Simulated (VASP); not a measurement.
Band structure of Sb (relaxed from the diamond structure, space group Fd-3m). Computed with PBEsol GGA, VASP's PBE PAW potentials (set 64) (plane waves; VASP 6.6.1).

Unless said otherwise, spin-orbit coupling is left out, though it shifts the bands of the heavy elements here.

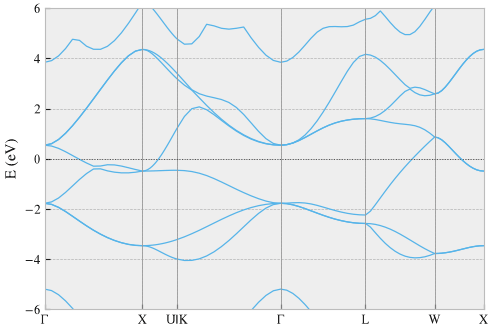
*Bands along high-symmetry lines, zero at the valence-band maximum or, without a gap, the Fermi level*

Read the plot: is there a gap, and where are the band edges?

It has no gap at this level: it comes out as a metal or semimetal. (Edges off the drawn lines would not show.)

The structure was generated: Sb was put into the diamond type (Fd-3m), which need not be its known phase. It was relaxed first, which changed the volume by +24 %.
